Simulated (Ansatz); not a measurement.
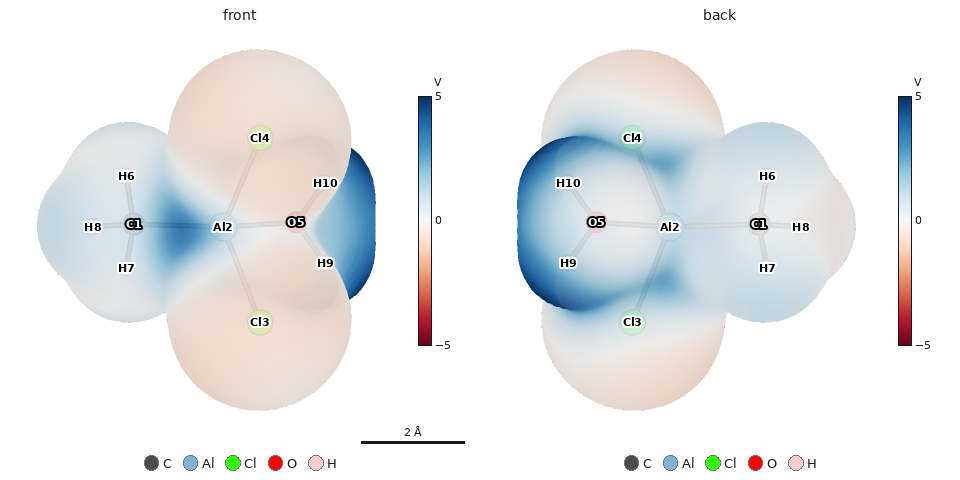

Figure. CH$_{5}$AlCl$_{2}$O (SMILES [CH3][Al-]([OH2+])([Cl])[Cl]). The molecular electrostatic potential painted on the density surface at 0.004 e/bohr³, seen from the front and from behind; red is negative and blue positive.

Geometry: PBE0-D4/def2-SVP.

These are results of Ansatz, isolated molecule in a Gaussian basis; Kohn-Sham density functional theory, functional PBE0, not measurements.

The calculation's input:

```
crystal:
  periodic: [false, false, false]
  atoms:
    - {symbol: C, position_ang: [-1.191839, -0.509727, 0.684088]}
    - {symbol: Al, position_ang: [0.111759, 0.829451, 0.183983]}
    - {symbol: Cl, position_ang: [1.361644, 1.701847, 1.695066]}
    - {symbol: Cl, position_ang: [-0.302239, 2.143085, -1.462194]}
    - {symbol: O, position_ang: [1.640661, -0.044361, -0.744395]}
    - {symbol: H, position_ang: [-1.590744, -1.038506, -0.196470]}
    - {symbol: H, position_ang: [-0.763648, -1.258636, 1.369566]}
    - {symbol: H, position_ang: [-2.046746, -0.043896, 1.201082]}
    - {symbol: H, position_ang: [2.439706, 0.191903, -0.244313]}
    - {symbol: H, position_ang: [1.717345, 0.384743, -1.612957]}
basis:
  gaussian:
    orbitals: def2-TZVPD
hamiltonian:
  xc: {name: PBE0}
output: {forces: true, orbitals: {seedname: orbitals}}
```

Command:

```sh
ansatz run input.yaml --threads 2 --pin off --max-ram 5220MiB --events-out events.jsonl --progress --plain --runs-dir runs
```

Question: Which sites attract a positive test charge, and which a negative one?

Answer: A positive charge is drawn to the negative regions and a negative charge to the positive ones. The most negative region (about −0.8 V, or −18 kcal/mol for a unit charge) lies over Cl3 and Cl4, the most positive (about +4.9 V, or +113 kcal/mol for a unit charge) over H9 and H10.
